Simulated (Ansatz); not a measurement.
CH5FOSi2

Input

```
crystal:
  periodic: [false, false, false]
  atoms:
    - { symbol: F, position_ang: [-0.989, -2.5446, -0.1414] }
    - { symbol: C, position_ang: [-0.3112, -1.406, 0.2006] }
    - { symbol: Si, position_ang: [-0.3525, -0.188, -1.2266] }
    - { symbol: O, position_ang: [0.8191, 0.983, -1.1247] }
    - { symbol: Si, position_ang: [1.0602, 1.8386, 0.1346] }
    - { symbol: H, position_ang: [0.7048, -1.7288, 0.4326] }
    - { symbol: H, position_ang: [-0.7287, -0.9829, 1.1109] }
    - { symbol: H, position_ang: [-1.6286, 0.4456, -1.3652] }
    - { symbol: H, position_ang: [0.63652, 3.27976, -0.07822] }
    - { symbol: H, position_ang: [2.47805, 1.90055, 0.63318] }
basis:
  gaussian: { orbitals: "6-31G" }
hamiltonian:
  xc: pbe
relax:
  f_tol: 0.015
  max_steps: 40
output:
  orbitals: {}
```

Command:

```sh
ansatz run input.yaml --threads 1 --pin off --max-ram 2048MiB --backend cpu --events-out ev --progress --plain --runs-dir out
```

The fields are those of the relaxed geometry.

Theory: RKS PBE/6-31G in Ansatz.

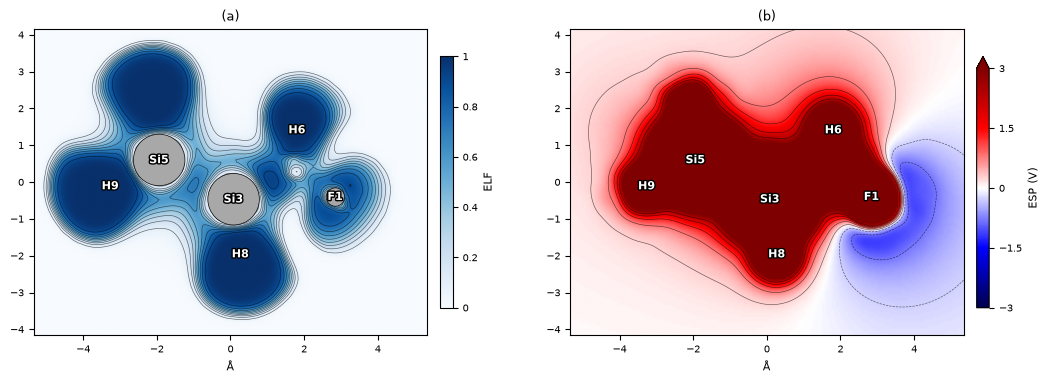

Figure 1. (a) ELF; (b) molecular electrostatic potential on the plane of atoms Si5, Si3 and H8. Grey discs cover the atomic cores in the ELF map.

**Interpret the plot.**

Atoms in the plane: F, Si and H.
Si–Si (2.29 Å): the ELF peaks at about 0.75 between the atoms.
Si–H (1.51 Å): the ELF climbs to about 1 towards the hydrogen, as it does in any bond to H.
The ELF also peaks beside F1, away from the bonds: lone-pair regions.
Outside the dense part of the molecule the potential is most negative (−1.1 V) near F1.

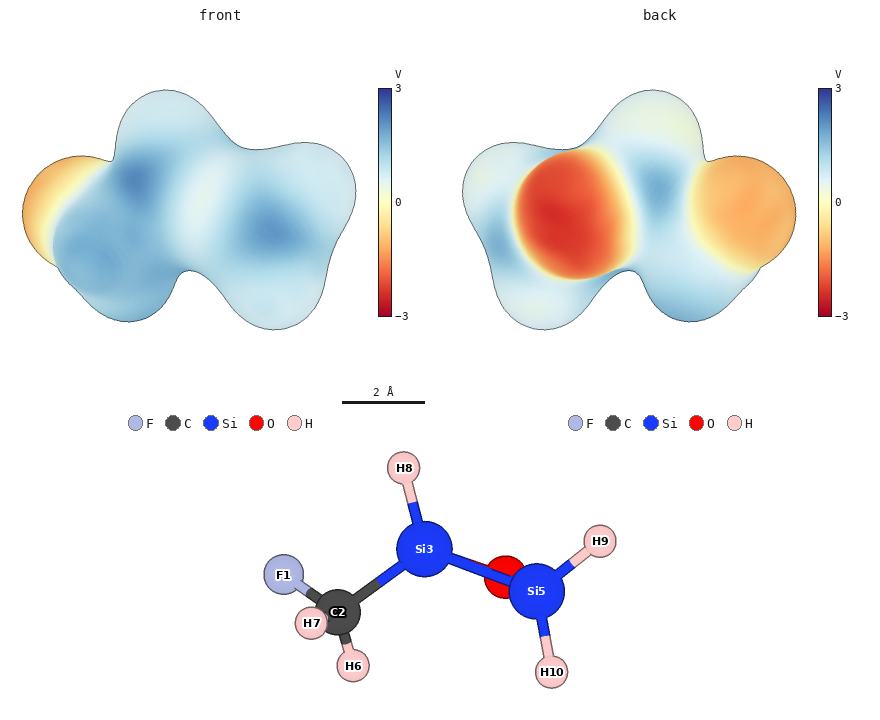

Figure 2. The electrostatic potential painted on the density surface at 0.004 e/bohr³, seen from the front and from behind; the colour scale runs from red (negative) to blue (positive). The bare structure is drawn below in the same view.

**Describe the electrostatic potential map.**

The most negative region (about −2.4 V) lies over O4, the most positive (about +2.0 V) over Si3 and Si5. O4 is the likeliest acceptor of a hydrogen bond.

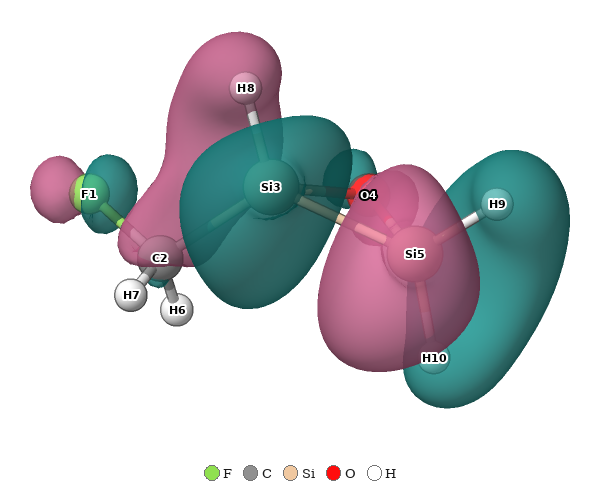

Figure 3. The LUMO at ±0.08 Å⁻³ᐟ² (teal and pink are the two phases), seen at a tilt.

**Where does this orbital lie, and at what energy?**

Its weight (Hirshfeld) is mainly on Si5 (about 45 %) and Si3 (about 30 %). Its energy is −1.94 eV.
